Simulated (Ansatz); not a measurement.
# CH₉NSi (built from SMILES CN[SiH3].[H][H]): search for a transition state, part 2 of 2

Ansatz 0.2.0, Gaussian basis; PBE0-D4. Earlier steps stand in the parts before.

## 8. Relaxing after a step of 0.30 Å the other way along the mode

downb/in.yaml

```yaml
crystal:
  periodic: [false, false, false]
  atoms:
    - {symbol: Si, position_ang: [0.168515, 0.537376, 1.183053]}
    - {symbol: N, position_ang: [0.538096, -0.047080, -0.475409]}
    - {symbol: C, position_ang: [-0.325021, -1.102011, -0.969988]}
    - {symbol: H, position_ang: [0.922586, 1.775838, 1.582683]}
    - {symbol: H, position_ang: [-1.255265, 0.547648, 1.612066]}
    - {symbol: H, position_ang: [0.779843, -0.554728, 1.964996]}
    - {symbol: H, position_ang: [-0.086255, 1.328723, -0.632832]}
    - {symbol: H, position_ang: [-0.548429, 1.828539, -0.266949]}
    - {symbol: H, position_ang: [1.513016, -0.197055, -0.678586]}
    - {symbol: H, position_ang: [-0.078462, -1.364789, -2.000885]}
    - {symbol: H, position_ang: [-1.365416, -0.750028, -0.965760]}
    - {symbol: H, position_ang: [-0.263110, -2.002533, -0.352390]}
basis:
  gaussian: {orbitals: def2-TZVP}
hamiltonian: {xc: pbe0, dispersion: d4}
relax: {f_tol: 0.005, max_steps: 200}
```

On the command line:

```sh
> ansatz run in.yaml --threads 4 --pin off --events-out ev --progress --plain --max-ram 9574MiB
```

What it wrote:

```text
Functional definition: PBE0
  name "PBE0"
  cite "Adamo & Barone, J. Chem. Phys. 110, 6158 (1999) doi:10.1063/1.478522"
  cite "Perdew, Burke & Ernzerhof, Phys. Rev. Lett. 77, 3865 (1996) doi:10.1103/PhysRevLett.77.3865"
  parent pbe
  parameter a = 0.25
  parameter kappa = 0.804
  parameter beta = 0.06672455060314922
  exchange = (1 - a)*pbe_x(kappa = kappa, mu = beta*pi^2/3) + a*exact_x
  correlation = pbe_c(beta = beta)
999 factors; their error is unknown
mean field evaluation 1: about -10537.5559 eV, gradient 5.6e1 eV
mean field evaluation 2: about -10528.3102 eV, gradient 8.3e1 eV
mean field evaluation 4: about -10544.0819 eV, gradient 4.2e0 eV
mean field evaluation 8: about -10544.1202 eV, gradient 2.7e-2 eV
mean field evaluation 16: about -10544.1471 eV, gradient 1.9e-5 eV
mean field -10544.14707424 eV, -387.4902578987 hartree, gradient 1.9e-5 eV, S^2 0.000000; 0 other end points of the search recorded, 0 dependent functions left out
the calculation of the forces begins
reference -10544.14710646 eV, -387.4902590826 hartree; 18, 18 occupied and 135, 135 virtual orbitals, 999 factors
relax step   1: F+E_penalty+E_count = -10544.31771029 eV  Δ(F+E_penalty+E_count) = +0.000e0 eV  max|allowed force component| = 1.776e0 eV/Å  Δτ_max = 0.0000 Å  (26 SCF iters, accepted)
these checks for a lower state are left out or cut short: starts, cluster_reference, orbital_swaps, neighbouring_geometries, increment
999 factors; their error is unknown
mean field -10544.66928075 eV, -387.5094486340 hartree, gradient 1.0e-5 eV, S^2 0.000000; 0 other end points of the search recorded, 0 dependent functions left out
the calculation of the forces begins
reference -10544.66931363 eV, -387.5094498425 hartree; 18, 18 occupied and 135, 135 virtual orbitals, 999 factors
relax step   2: F+E_penalty+E_count = -10544.84126883 eV  Δ(F+E_penalty+E_count) = -5.236e-1 eV  max|allowed force component| = 1.479e0 eV/Å  Δτ_max = 0.1983 Å  (29 SCF iters, accepted)
these checks for a lower state are left out or cut short: starts, cluster_reference, orbital_swaps, neighbouring_geometries, increment
999 factors; their error is unknown
mean field -10545.04870249 eV, -387.5233921258 hartree, gradient 9.2e-6 eV, S^2 0.000000; 0 other end points of the search recorded, 0 dependent functions left out
the calculation of the forces begins
reference -10545.04873598 eV, -387.5233933564 hartree; 18, 18 occupied and 135, 135 virtual orbitals, 999 factors
relax step   3: F+E_penalty+E_count = -10545.21956125 eV  Δ(F+E_penalty+E_count) = -3.783e-1 eV  max|allowed force component| = 1.486e0 eV/Å  Δτ_max = 0.1950 Å  (29 SCF iters, accepted)
these checks for a lower state are left out or cut short: starts, cluster_reference, orbital_swaps, neighbouring_geometries, increment
999 factors; their error is unknown
mean field evaluation 32: about -10545.1653 eV, gradient 5.2e0 eV
mean field -10545.29573565 eV, -387.5324704271 hartree, gradient 7.4e-6 eV, S^2 0.000000; 0 other end points of the search recorded, 0 dependent functions left out
the calculation of the forces begins
reference -10545.29576968 eV, -387.5324716776 hartree; 18, 18 occupied and 135, 135 virtual orbitals, 999 factors
relax step   4: F+E_penalty+E_count = -10545.46317768 eV  Δ(F+E_penalty+E_count) = -2.436e-1 eV  max|allowed force component| = 6.700e-1 eV/Å  Δτ_max = 0.1949 Å  (29 SCF iters, accepted)
these checks for a lower state are left out or cut short: starts, cluster_reference, orbital_swaps, neighbouring_geometries, increment
999 factors; their error is unknown
mean field -10545.39329228 eV, -387.5360555672 hartree, gradient 2.4e-5 eV, S^2 0.000000; 0 other end points of the search recorded, 0 dependent functions left out
the calculation of the forces begins
reference -10545.39332659 eV, -387.5360568280 hartree; 18, 18 occupied and 135, 135 virtual orbitals, 999 factors
relax step   5: F+E_penalty+E_count = -10545.55803966 eV  Δ(F+E_penalty+E_count) = -9.486e-2 eV  max|allowed force component| = 3.479e-1 eV/Å  Δτ_max = 0.2000 Å  (28 SCF iters, accepted)
these checks for a lower state are left out or cut short: starts, cluster_reference, orbital_swaps, neighbouring_geometries, increment
999 factors; their error is unknown
mean field -10545.44572827 eV, -387.5379825539 hartree, gradient 2.3e-5 eV, S^2 0.000000; 0 other end points of the search recorded, 0 dependent functions left out
the calculation of the forces begins
reference -10545.44576286 eV, -387.5379838253 hartree; 18, 18 occupied and 135, 135 virtual orbitals, 999 factors
relax step   6: F+E_penalty+E_count = -10545.60739404 eV  Δ(F+E_penalty+E_count) = -4.935e-2 eV  max|allowed force component| = 4.429e-1 eV/Å  Δτ_max = 0.1919 Å  (28 SCF iters, accepted)
these checks for a lower state are left out or cut short: starts, cluster_reference, orbital_swaps, neighbouring_geometries, increment
999 factors; their error is unknown
mean field -10545.47329362 eV, -387.5389955621 hartree, gradient 2.2e-5 eV, S^2 0.000000; 0 other end points of the search recorded, 0 dependent functions left out
the calculation of the forces begins
reference -10545.47332868 eV, -387.5389968505 hartree; 18, 18 occupied and 135, 135 virtual orbitals, 999 factors
relax step   7: F+E_penalty+E_count = -10545.63189720 eV  Δ(F+E_penalty+E_count) = -2.450e-2 eV  max|allowed force component| = 1.323e-1 eV/Å  Δτ_max = 0.2000 Å  (28 SCF iters, accepted)
these checks for a lower state are left out or cut short: starts, cluster_reference, orbital_swaps, neighbouring_geometries, increment
999 factors; their error is unknown
mean field evaluation 64: about -10545.4834 eV, gradient 3.7e-3 eV
mean field -10545.48342080 eV, -387.5393677292 hartree, gradient 2.2e-5 eV, S^2 0.000000; 0 other end points of the search recorded, 0 dependent functions left out
the calculation of the forces begins
reference -10545.48345625 eV, -387.5393690317 hartree; 18, 18 occupied and 135, 135 virtual orbitals, 999 factors
relax step   8: F+E_penalty+E_count = -10545.63958614 eV  Δ(F+E_penalty+E_count) = -7.689e-3 eV  max|allowed force component| = 2.841e-1 eV/Å  Δτ_max = 0.1315 Å  (29 SCF iters, accepted)
these checks for a lower state are left out or cut short: starts, cluster_reference, orbital_swaps, neighbouring_geometries, increment
999 factors; their error is unknown
mean field -10545.49204850 eV, -387.5396847912 hartree, gradient 2.2e-5 eV, S^2 0.000000; 0 other end points of the search recorded, 0 dependent functions left out
the calculation of the forces begins
reference -10545.49208420 eV, -387.5396861031 hartree; 18, 18 occupied and 135, 135 virtual orbitals, 999 factors
relax step   9: F+E_penalty+E_count = -10545.64694449 eV  Δ(F+E_penalty+E_count) = -7.358e-3 eV  max|allowed force component| = 2.233e-1 eV/Å  Δτ_max = 0.0946 Å  (29 SCF iters, accepted)
these checks for a lower state are left out or cut short: starts, cluster_reference, orbital_swaps, neighbouring_geometries, increment
999 factors; their error is unknown
mean field -10545.49709233 eV, -387.5398701483 hartree, gradient 2.1e-5 eV, S^2 0.000000; 0 other end points of the search recorded, 0 dependent functions left out
the calculation of the forces begins
reference -10545.49712800 eV, -387.5398714593 hartree; 18, 18 occupied and 135, 135 virtual orbitals, 999 factors
relax step  10: F+E_penalty+E_count = -10545.65198596 eV  Δ(F+E_penalty+E_count) = -5.041e-3 eV  max|allowed force component| = 1.538e-1 eV/Å  Δτ_max = 0.0509 Å  (30 SCF iters, accepted)
these checks for a lower state are left out or cut short: starts, cluster_reference, orbital_swaps, neighbouring_geometries, increment
999 factors; their error is unknown
mean field -10545.50230849 eV, -387.5400618387 hartree, gradient 2.2e-5 eV, S^2 0.000000; 0 other end points of the search recorded, 0 dependent functions left out
the calculation of the forces begins
reference -10545.50234404 eV, -387.5400631452 hartree; 18, 18 occupied and 135, 135 virtual orbitals, 999 factors
relax step  11: F+E_penalty+E_count = -10545.65751290 eV  Δ(F+E_penalty+E_count) = -5.527e-3 eV  max|allowed force component| = 2.108e-1 eV/Å  Δτ_max = 0.1184 Å  (28 SCF iters, accepted)
these checks for a lower state are left out or cut short: starts, cluster_reference, orbital_swaps, neighbouring_geometries, increment
999 factors; their error is unknown
mean field -10545.50493547 eV, -387.5401583786 hartree, gradient 2.2e-5 eV, S^2 0.000000; 0 other end points of the search recorded, 0 dependent functions left out
the calculation of the forces begins
reference -10545.50497095 eV, -387.5401596824 hartree; 18, 18 occupied and 135, 135 virtual orbitals, 999 factors
relax step  12: F+E_penalty+E_count = -10545.66042017 eV  Δ(F+E_penalty+E_count) = -2.907e-3 eV  max|allowed force component| = 1.891e-1 eV/Å  Δτ_max = 0.1035 Å  (28 SCF iters, accepted)
these checks for a lower state are left out or cut short: starts, cluster_reference, orbital_swaps, neighbouring_geometries, increment
999 factors; their error is unknown
mean field evaluation 96: about -10545.4783 eV, gradient 1.4e-2 eV
mean field -10545.50659464 eV, -387.5402193519 hartree, gradient 2.2e-5 eV, S^2 0.000000; 0 other end points of the search recorded, 0 dependent functions left out
the calculation of the forces begins
reference -10545.50663003 eV, -387.5402206523 hartree; 18, 18 occupied and 135, 135 virtual orbitals, 999 factors
relax step  13: F+E_penalty+E_count = -10545.66235519 eV  Δ(F+E_penalty+E_count) = -1.935e-3 eV  max|allowed force component| = 1.137e-1 eV/Å  Δτ_max = 0.0868 Å  (29 SCF iters, accepted)
these checks for a lower state are left out or cut short: starts, cluster_reference, orbital_swaps, neighbouring_geometries, increment
999 factors; their error is unknown
mean field -10545.50848096 eV, -387.5402886729 hartree, gradient 2.1e-5 eV, S^2 0.000000; 0 other end points of the search recorded, 0 dependent functions left out
the calculation of the forces begins
reference -10545.50851635 eV, -387.5402899734 hartree; 18, 18 occupied and 135, 135 virtual orbitals, 999 factors
relax step  14: F+E_penalty+E_count = -10545.66419725 eV  Δ(F+E_penalty+E_count) = -1.842e-3 eV  max|allowed force component| = 1.061e-1 eV/Å  Δτ_max = 0.0937 Å  (29 SCF iters, accepted)
these checks for a lower state are left out or cut short: starts, cluster_reference, orbital_swaps, neighbouring_geometries, increment
999 factors; their error is unknown
mean field -10545.50986304 eV, -387.5403394634 hartree, gradient 2.1e-5 eV, S^2 0.000000; 0 other end points of the search recorded, 0 dependent functions left out
the calculation of the forces begins
reference -10545.50989849 eV, -387.5403407663 hartree; 18, 18 occupied and 135, 135 virtual orbitals, 999 factors
relax step  15: F+E_penalty+E_count = -10545.66530455 eV  Δ(F+E_penalty+E_count) = -1.107e-3 eV  max|allowed force component| = 1.286e-1 eV/Å  Δτ_max = 0.0882 Å  (29 SCF iters, accepted)
these checks for a lower state are left out or cut short: starts, cluster_reference, orbital_swaps, neighbouring_geometries, increment
999 factors; their error is unknown
mean field -10545.51074714 eV, -387.5403719534 hartree, gradient 2.1e-5 eV, S^2 0.000000; 0 other end points of the search recorded, 0 dependent functions left out
the calculation of the forces begins
reference -10545.51078259 eV, -387.5403732564 hartree; 18, 18 occupied and 135, 135 virtual orbitals, 999 factors
relax step  16: F+E_penalty+E_count = -10545.66617259 eV  Δ(F+E_penalty+E_count) = -8.680e-4 eV  max|allowed force component| = 1.330e-1 eV/Å  Δτ_max = 0.0898 Å  (29 SCF iters, accepted)
these checks for a lower state are left out or cut short: starts, cluster_reference, orbital_swaps, neighbouring_geometries, increment
999 factors; their error is unknown
mean field evaluation 128: about -10545.5116 eV, gradient 2.1e-5 eV
mean field -10545.51157272 eV, -387.5404022929 hartree, gradient 2.1e-5 eV, S^2 0.000000; 0 other end points of the search recorded, 0 dependent functions left out
the calculation of the forces begins
reference -10545.51160810 eV, -387.5404035933 hartree; 18, 18 occupied and 135, 135 virtual orbitals, 999 factors
relax step  17: F+E_penalty+E_count = -10545.66706132 eV  Δ(F+E_penalty+E_count) = -8.887e-4 eV  max|allowed force component| = 1.432e-1 eV/Å  Δτ_max = 0.1198 Å  (29 SCF iters, accepted)
these checks for a lower state are left out or cut short: starts, cluster_reference, orbital_swaps, neighbouring_geometries, increment
999 factors; their error is unknown
mean field -10545.51203588 eV, -387.5404193138 hartree, gradient 2.1e-5 eV, S^2 0.000000; 0 other end points of the search recorded, 0 dependent functions left out
the calculation of the forces begins
reference -10545.51207120 eV, -387.5404206117 hartree; 18, 18 occupied and 135, 135 virtual orbitals, 999 factors
relax step  18: F+E_penalty+E_count = -10545.66764821 eV  Δ(F+E_penalty+E_count) = -5.869e-4 eV  max|allowed force component| = 1.335e-1 eV/Å  Δτ_max = 0.0791 Å  (30 SCF iters, accepted)
these checks for a lower state are left out or cut short: starts, cluster_reference, orbital_swaps, neighbouring_geometries, increment
999 factors; their error is unknown
mean field -10545.51247515 eV, -387.5404354568 hartree, gradient 2.1e-5 eV, S^2 0.000000; 0 other end points of the search recorded, 0 dependent functions left out
the calculation of the forces begins
reference -10545.51251046 eV, -387.5404367542 hartree; 18, 18 occupied and 135, 135 virtual orbitals, 999 factors
relax step  19: F+E_penalty+E_count = -10545.66810083 eV  Δ(F+E_penalty+E_count) = -4.526e-4 eV  max|allowed force component| = 1.048e-1 eV/Å  Δτ_max = 0.0516 Å  (29 SCF iters, accepted)
these checks for a lower state are left out or cut short: starts, cluster_reference, orbital_swaps, neighbouring_geometries, increment
999 factors; their error is unknown
mean field -10545.51294077 eV, -387.5404525680 hartree, gradient 2.1e-5 eV, S^2 0.000000; 0 other end points of the search recorded, 0 dependent functions left out
the calculation of the forces begins
reference -10545.51297605 eV, -387.5404538646 hartree; 18, 18 occupied and 135, 135 virtual orbitals, 999 factors
relax step  20: F+E_penalty+E_count = -10545.66854960 eV  Δ(F+E_penalty+E_count) = -4.488e-4 eV  max|allowed force component| = 6.338e-2 eV/Å  Δτ_max = 0.0367 Å  (29 SCF iters, accepted)
these checks for a lower state are left out or cut short: starts, cluster_reference, orbital_swaps, neighbouring_geometries, increment
999 factors; their error is unknown
mean field -10545.51332527 eV, -387.5404666982 hartree, gradient 2.1e-5 eV, S^2 0.000000; 0 other end points of the search recorded, 0 dependent functions left out
the calculation of the forces begins
reference -10545.51336051 eV, -387.5404679932 hartree; 18, 18 occupied and 135, 135 virtual orbitals, 999 factors
relax step  21: F+E_penalty+E_count = -10545.66895846 eV  Δ(F+E_penalty+E_count) = -4.089e-4 eV  max|allowed force component| = 2.242e-2 eV/Å  Δτ_max = 0.0992 Å  (28 SCF iters, accepted)
these checks for a lower state are left out or cut short: starts, cluster_reference, orbital_swaps, neighbouring_geometries, increment
999 factors; their error is unknown
mean field evaluation 160: about -10545.5133 eV, gradient 3.2e-1 eV
mean field -10545.51343640 eV, -387.5404707820 hartree, gradient 2.1e-5 eV, S^2 0.000000; 0 other end points of the search recorded, 0 dependent functions left out
the calculation of the forces begins
reference -10545.51347164 eV, -387.5404720770 hartree; 18, 18 occupied and 135, 135 virtual orbitals, 999 factors
relax step  22: F+E_penalty+E_count = -10545.66907485 eV  Δ(F+E_penalty+E_count) = -1.164e-4 eV  max|allowed force component| = 1.066e-2 eV/Å  Δτ_max = 0.0185 Å  (30 SCF iters, accepted)
these checks for a lower state are left out or cut short: starts, cluster_reference, orbital_swaps, neighbouring_geometries, increment
999 factors; their error is unknown
mean field -10545.51349137 eV, -387.5404728021 hartree, gradient 2.1e-5 eV, S^2 0.000000; 0 other end points of the search recorded, 0 dependent functions left out
the calculation of the forces begins
reference -10545.51352661 eV, -387.5404740972 hartree; 18, 18 occupied and 135, 135 virtual orbitals, 999 factors
relax step  23: F+E_penalty+E_count = -10545.66909913 eV  Δ(F+E_penalty+E_count) = -2.428e-5 eV  max|allowed force component| = 6.648e-3 eV/Å  Δτ_max = 0.0137 Å  (30 SCF iters, accepted)
these checks for a lower state are left out or cut short: starts, cluster_reference, orbital_swaps, neighbouring_geometries, increment
999 factors; their error is unknown
mean field -10545.51350793 eV, -387.5404734105 hartree, gradient 2.2e-5 eV, S^2 0.000000; 0 other end points of the search recorded, 0 dependent functions left out
the calculation of the forces begins
reference -10545.51354317 eV, -387.5404747056 hartree; 18, 18 occupied and 135, 135 virtual orbitals, 999 factors
relax step  24: F+E_penalty+E_count = -10545.66910531 eV  Δ(F+E_penalty+E_count) = -6.176e-6 eV  max|allowed force component| = 3.636e-3 eV/Å  Δτ_max = 0.0134 Å  (30 SCF iters, accepted)
999 factors; their error is unknown
mean field evaluation 192: about -10545.5135 eV, gradient 1.3e-3 eV
mean field -10545.51350793 eV, -387.5404734105 hartree, gradient 6.8e-5 eV, S^2 0.000000; 1 other end points of the search recorded, 0 dependent functions left out
the calculation of the forces begins
reference -10545.51354317 eV, -387.5404747056 hartree; 18, 18 occupied and 135, 135 virtual orbitals, 999 factors
Total energy: -10545.66914055 eV, -387.5461928038 hartree
Atom 0 at     0.404859     0.097817     1.569240 Å, force    -0.000206    -0.000930    -0.001206 eV/Å
Atom 1 at     0.561827    -0.133088    -0.126008 Å, force     0.001435     0.000449     0.003636 eV/Å
Atom 2 at    -0.289011    -1.032950    -0.875792 Å, force    -0.001392    -0.000846    -0.002104 eV/Å
Atom 3 at     1.366518     1.159378     1.963113 Å, force     0.000147     0.000445    -0.000069 eV/Å
Atom 4 at    -0.994156     0.511608     1.859672 Å, force     0.000223     0.000513     0.000324 eV/Å
Atom 5 at     0.679614    -1.112395     2.403771 Å, force    -0.000144    -0.000052    -0.000226 eV/Å
Atom 6 at    -0.600271     1.931223    -1.298066 Å, force    -0.002397     0.002321    -0.002596 eV/Å
Atom 7 at    -0.992551     2.401827    -1.728954 Å, force     0.002482    -0.002322     0.002469 eV/Å
Atom 8 at     1.479993    -0.021326    -0.526044 Å, force    -0.000854     0.000583    -0.000904 eV/Å
Atom 9 at    -0.347239    -0.730258    -1.925188 Å, force     0.000259    -0.000210     0.000624 eV/Å
Atom 10 at    -1.305588    -0.990935    -0.475446 Å, force     0.000261    -0.000115    -0.000309 eV/Å
Atom 11 at     0.036103    -2.081000    -0.840299 Å, force     0.000187     0.000164     0.000361 eV/Å
Dipole moment:     0.105832    -0.148900    -0.191442 e Å
```

Run time: 41 s. Hardware: 4 threads of Arm Neoverse V1, shared host.

Step by step:

```csv
step,energy from step 1 (eV),largest force component (eV/Å)
1,0.0000,1.7758
2,-0.5236,1.4792
3,-0.9019,1.4857
4,-1.1455,0.6700
5,-1.2403,0.3479
6,-1.2897,0.4429
7,-1.3142,0.1323
8,-1.3219,0.2841
9,-1.3292,0.2233
10,-1.3343,0.1538
11,-1.3398,0.2108
12,-1.3427,0.1891
13,-1.3446,0.1137
14,-1.3465,0.1061
15,-1.3476,0.1286
16,-1.3485,0.1330
17,-1.3494,0.1432
18,-1.3499,0.1335
19,-1.3504,0.1048
20,-1.3508,0.0634
21,-1.3512,0.0224
22,-1.3514,0.0107
23,-1.3514,0.0066
24,-1.3514,0.0036
```

Distances of close pairs at the start and the end, largest changes first:

```
  bond  before (Å)  after (Å)  change (Å)
Si1–N2       1.797      1.718      -0.079
 H7–H8       0.773      0.749      -0.024
Si1–H6       1.476      1.496      +0.020
Si1–H4       1.504      1.486      -0.018
C3–H11       1.098      1.093      -0.005
C3–H12       1.094      1.098      +0.004
 N2–C3       1.450      1.448      -0.002
C3–H10       1.092      1.094      +0.002
```

## 9. The three structures

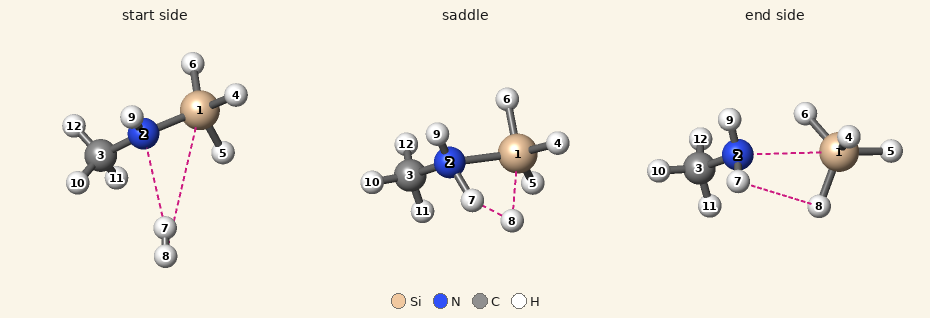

The minimum on the start side, the saddle and the minimum on the end side; broken lines mark the pairs that change.

```
  pair  start side (Å)  saddle (Å)  end side (Å)
Si1–H8           4.259       1.908         1.484
 N2–H7           2.643       1.198         1.012
Si1–N2           1.718       1.866         2.872
 H7–H8           0.749       1.159         3.027
```

## 10. Outcome

The summary covers parts 1 to 2.

| quantity | value |
| --- | --- |
| imaginary mode | 1350i cm⁻¹ |
| barrier from the start side | 173.3 kJ/mol |
| barrier from the end side | 164.3 kJ/mol |
| energy of the step | +9.0 kJ/mol |
| pairs that change | Si1–H8 formed, N2–H7 formed, Si1–N2 broken, H7–H8 broken |
| zero-point energy at the saddle | 2.538 eV |

In words: The point has a single imaginary mode (1350i cm⁻¹), as a transition state must. It joins the planned start and end. At PBE0-D4/def2-TZVP the electronic barrier is 173.3 kJ/mol, about 70 kT at 298 K, and the step runs 9.0 kJ/mol uphill. With so stiff a mode tunnelling counts: Wigner's rough correction is a factor of 2.8 at 298 K. A step off the saddle overshot and began above it in energy, so the link to its end is likely but not proven. Lower complexes than these ends may exist.
